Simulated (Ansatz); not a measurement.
# Lattice dynamics of Be2N (built on the sites of a database entry of Ba2N), part 2 of 2

The cell of Be2N (built on the sites of a database entry of Ba2N) is at rest. What are its phonons? After the zone centre comes a 4×4×4 q mesh on a 20×20×20 k mesh.

Ansatz 0.2.0; DFT PBEsol, scalar-relativistic, plane waves, PAW.

So far, highest frequency on the path or at a solved wavevector (cm⁻¹): step 3 (the dispersion) 879.

The structure was built from a prototype and need not be the compound's stable phase.

## (4) The same by displaced supercells

Finite displacements in a 2×2×2 supercell give force constants from forces alone. They are exact at the wavevectors that the supercell holds, where they check the linear-response result.

input.yaml

```yaml
crystal:
  lattice:
    - [1.3238019118, 0.7642973901, 4.0160918286]
    - [-1.3238019118, 0.7642973901, 4.0160918286]
    - [0.0, -1.5285947803, 4.0160918286]
  atoms:
    - { symbol: Be, position: [0.2672013696, 0.2672013696, 0.2672013696] }
    - { symbol: Be, position: [0.7327986304, 0.7327986304, 0.7327986304] }
    - { symbol: "N", position: [0.0, 0.0, 0.0] }
kpoints:
  mp_grid: { grid: [18, 18, 18] }
hamiltonian:
  xc: pbesol
scf:
  occupations: { method: methfessel_paxton, width: 0.15 }
output:
  eigenvalues: true
phonons:
  method: fd
  supercell: [2, 2, 2]
  temperatures: { t_max: 1000, t_step: 50 }
  qpath:
    path:
      - [[0.0, 0.0, 0.0], [0.5, 0.5, 0.5], [0.80918839, 0.19081161, 0.5]]
      - [[0.5, -0.19081161, 0.19081161], [0.5, 0.0, 0.0], [0.0, 0.0, 0.0], [0.34540581, -0.34540581, 0.0]]
      - [[0.65459419, 0.0, 0.34540581], [0.5, 0.0, 0.5], [0.0, 0.0, 0.0]]
    npoints: 10
```

Command:

```sh
$ ansatz run input.yaml --threads 8 --pin off --max-ram 14336MiB --backend cpu --events-out ev --progress --plain --runs-dir out
```

Numbers of over 12 decimals in the logs are rounded to 6 here.

The log of the run:

```text
[...]
Crystal: 24 atoms, lattice volume = 195.043 Å³
Basis set: ecut = 420 eV, 3795 PW (Γ), exchange–correlation on 120×120×120 points (8 copies of the dense FFT grid, shifted against one another)
Bands: 48, of which v1, the nominal top of the filled ones, is band 36 counted from 1 (35 counted from 0)
Symmetry: 96 space group operations
k-points: 85 of 729
[...]
SCF iter   1: F=—  HF=-4484.991612 eV  |F-HF|=—  |Δ(HF+E_count)|=         —  Δρ=3.04e-8  dr2=2.82e-13  ethr=1.00e-12  ⟨swp⟩=3.0  Hψ=10690  notcnv=0
[...]
SCF iter   2: F=-4484.991612 eV  HF=-4484.991612 eV  |F-HF|=9.09e-13  |Δ(HF+E_count)|=    0.00e0  S|Δr|=    0.00e0  Δρ=1.66e-8  dr2=9.71e-14  ethr=1.00e-12  ⟨swp⟩=2.0  Hψ=7496  notcnv=0
SCF 1 converged in 2 iterations: F = -4484.991612 eV  dr2 = 9.71e-14
[...]
Symmetry: 2 space group operations
k-points: 205 of 729 (time reversal used)
iter 1 solved again at ethr=4.58e-8 eV; its pass at ethr=3.10e-3 eV (dr2=3.30e-5 eV) is discarded
[...]
SCF iter   7: F=-4484.991557 eV  HF=-4484.991557 eV  |F-HF|=4.55e-12  |Δ(HF+E_count)|=  2.27e-11  S|Δr|=    0.00e0  Δρ=5.30e-8  dr2=5.88e-12  ethr=1.00e-12  ⟨swp⟩=4.7  Hψ=41617  notcnv=0
SCF 2 converged in 7 iterations: F = -4484.991557 eV  dr2 = 5.88e-12
[...]
SCF iter   9: F=-4484.991585 eV  HF=-4484.991585 eV  |F-HF|=3.64e-12  |Δ(HF+E_count)|=  9.09e-12  S|Δr|=    0.00e0  Δρ=4.61e-8  dr2=6.08e-12  ethr=1.00e-12  ⟨swp⟩=4.7  Hψ=41045  notcnv=0
SCF 3 converged in 9 iterations: F = -4484.991585 eV  dr2 = 6.08e-12
[...]
SCF iter   4: F=-4484.991585 eV  HF=-4484.991585 eV  |F-HF|=4.55e-12  |Δ(HF+E_count)|=  6.37e-12  S|Δr|=    0.00e0  Δρ=3.09e-8  dr2=4.38e-12  ethr=1.00e-12  ⟨swp⟩=4.4  Hψ=40675  notcnv=0
SCF 4 converged in 4 iterations: F = -4484.991585 eV  dr2 = 4.38e-12
[...]
SCF converged after 2 iterations
[...]
Free energy (F): -4484.991612 eV
[...]
Internal energy: -4484.989583 eV  (E = F + TS)
E sigma→0 (E₀):  -4484.991105 eV
Entropy (-TS):   -0.002029 eV (-0.085 meV/atom)
Fermi energy:    8.373308 eV
[...]
--- Forces (eV/Å), atoms counted from 1 ---
  atom   1  Be    -0.00000000     0.00000000    -0.00001032
  atom   2  Be    -0.00000000    -0.00000000     0.00001032
  atom   3  N      0.00000000     0.00000000     0.00000000
  atom   4  Be    -0.00000000     0.00000000    -0.00001032
  atom   5  Be     0.00000000    -0.00000000     0.00001032
  atom   6  N      0.00000000    -0.00000000     0.00000000
  atom   7  Be     0.00000000     0.00000000    -0.00001032
  atom   8  Be     0.00000000    -0.00000000     0.00001032
  atom   9  N     -0.00000000     0.00000000     0.00000000
  atom  10  Be     0.00000000     0.00000000    -0.00001032
  atom  11  Be     0.00000000    -0.00000000     0.00001032
  atom  12  N     -0.00000000     0.00000000     0.00000000
  atom  13  Be    -0.00000000     0.00000000    -0.00001032
  atom  14  Be     0.00000000    -0.00000000     0.00001032
  atom  15  N     -0.00000000    -0.00000000     0.00000000
  atom  16  Be    -0.00000000     0.00000000    -0.00001032
  atom  17  Be     0.00000000    -0.00000000     0.00001032
  atom  18  N     -0.00000000    -0.00000000     0.00000000
  atom  19  Be    -0.00000000     0.00000000    -0.00001032
  atom  20  Be    -0.00000000    -0.00000000     0.00001032
  atom  21  N     -0.00000000    -0.00000000    -0.00000000
  atom  22  Be    -0.00000000     0.00000000    -0.00001032
  atom  23  Be     0.00000000    -0.00000000     0.00001032
  atom  24  N     -0.00000000    -0.00000000    -0.00000000
  max |Σ_I F_I| component: 1.97e-17 eV/Å
--- Band table (eV; the first three rows and the last of 85) ---
  k-point 0: bands = [... 32 lower, 6.0415, 7.8759, 7.8759, 7.8759, 8.5725, 8.9507, 8.9507, 8.9507, ... 8 higher]
  k-point 1: bands = [... 32 lower, 5.9432, 8.0108, 8.0281, 8.0281, 8.5482, 8.5730, 8.9373, 8.9373, ... 8 higher]
  k-point 2: bands = [... 32 lower, 5.6763, 7.6472, 8.2796, 8.3458, 8.3458, 8.5754, 8.9001, 8.9001, ... 8 higher]
  k-point 84: bands = [... 32 lower, 5.9343, 6.1685, 8.2909, 8.7207, 8.7207, 8.9137, 9.0902, 9.0902, ... 8 higher]
--- Phonons: 3 displaced members + reference (amplitude 0.0025 Å, Σ member SCF iterations 20) ---
  symmetry images taken by strict's conditions (phonons.symmetry_images: auto; settled by no image being taken that strict refuses)
  ASR residual: 7.319e-4 → 0.000e0 eV/Å²; symmetrization residual: 1.288e-4 eV/Å²
  largest component of a force at the reference: 1.0e-5 eV/Å
  ASR residual per site (eV/Å²): 7.30e-5 7.30e-5 7.32e-4
  Γ frequencies (cm⁻¹): 0.00 0.00 0.00 526.71 526.71 565.12 719.19 719.19 778.68
[...]
```

The job ended after 56 s (8 threads of Intel Xeon Platinum 8488C (Sapphire Rapids), shared host; peak memory 2 GiB).

This step gave:

| Quantity | Value |
| --- | --- |
| atoms in the supercell | 24 |
| sum-rule residual before enforcement | 7.32e-4 eV/Å² |
| lowest frequency on the path | -338.1 cm⁻¹ |
| highest frequency on the path or at a solved wavevector | 830.2 cm⁻¹ |
| highest optical mode at the zone centre (no LO-TO term) | 778.7 cm⁻¹ |
| lowest optical zone-centre mode | 526.7 cm⁻¹ |

Interpolated from a 2×2×2 supercell, rough between the solved points. The phonon branches at the labelled points (cm⁻¹):

```csv
point,branch 1,branch 2,branch 3,branch 4,branch 5,branch 6,branch 7,branch 8,branch 9
Γ,0,0,0,527,527,565,719,719,779
T,31,31,184,368,522,522,720,720,767
H2,-333,333,334,500,574,593,609,779,794
jump to H0,-333,333,334,500,574,593,609,779,794
L,-300,295,417,424,510,614,736,736,820
Γ,0,0,0,527,527,565,719,719,779
S0,-333,290,374,498,574,596,617,784,789
jump to S2,-333,290,374,498,574,596,617,784,789
F,-279,369,388,404,453,575,639,737,830
Γ,0,0,0,527,527,565,719,719,779
```

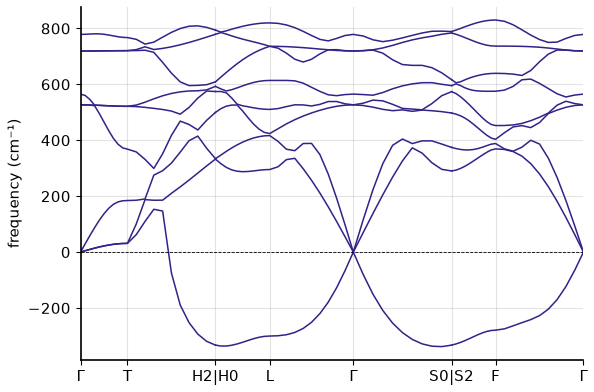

Phonon branches along the path.

The phonon density of states has structure finer than the step of the table below, so its rows give means over 100 cm⁻¹, whole bins alone (the curve runs from -335 to 835 cm⁻¹). Peaks (cm⁻¹: height): -305.0: 0.00995, 385.0: 0.0180, 515.0: 0.0247, 605.0: 0.0190, 735.0: 0.0345, 805.0: 0.0194.

Tetrahedra on a 28×28×28 mesh, mean over bins of 10 cm-1. Interpolated from a 2×2×2 supercell, rough between the solved points. Phonon density of states against wavenumber; means over each step:

```csv
wavenumber (cm⁻¹),phonon density of states (1/cm⁻¹/cell)
-200,0.00222
-100,7.8e-4
0,3.8e-4
100,0.00130
200,0.00287
300,0.00911
400,0.0106
500,0.0168
600,0.0141
700,0.0134
```

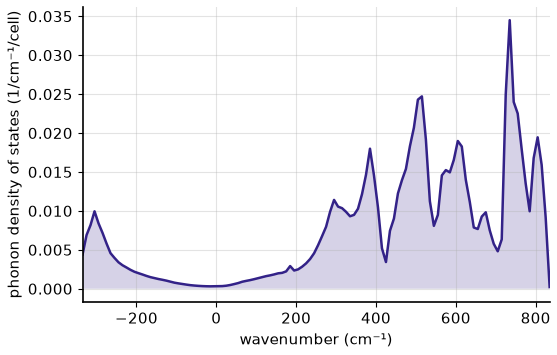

Phonon density of states against wavenumber.

At Γ the two methods differ by at most 1.6 cm⁻¹.

## (5) Outcome

| Quantity | Value |
| --- | --- |
| space group (within 0.01 Å) | R-3m |
| volume per atom | 8.13 Å³ |
| electronic character | no gap on this mesh |
| highest optical mode at the zone centre (no LO-TO term) | 779 cm⁻¹ |
| lowest optical zone-centre mode | 527 cm⁻¹ |
| lowest mode on the q mesh (acoustic modes at Γ apart) | -297 cm⁻¹ |
| highest frequency on the path or at a solved wavevector | 879 cm⁻¹ |
| imaginary modes on the 4×4×4 q mesh | yes |

Modes are clearly imaginary (beyond 10i cm⁻¹) at 9 of the 13 irreducible wavevectors, most at q = (0, 0, -0.5) (296.9i cm⁻¹), so this structure is not a minimum of the energy. The optical modes at Γ span 527 to 779 cm⁻¹. The highest mode in this list at Γ, 778.7 cm⁻¹, is mostly motion of Be (100 % of the kinetic energy). Finite displacements and linear response differ by 1.6 cm⁻¹ in the highest zone-centre mode. With no gap, or one that is small against the smearing, the frequencies hang on the k mesh and the smearing, most of all near Kohn anomalies. The phonon runs are without spin polarisation, although the cell has an odd electron count. A phonon run warned that its eigensolver left some bands unconverged in a pass. The starting cell was built on a prototype and not taken from a measurement, so the phase need not exist. These are harmonic frequencies at zero temperature: anharmonic shifts, linewidths and thermal expansion are left out.

[Logs are printed without paths, hosts, clocks, repeated set-up lines and the standing remarks that a program may print on its own settings, such as how far it seeks lower states.]

[Hosts, paths, dates, database ids (printed as entryN), source tags and the programs' standing remarks are cut or masked in the printed files.]
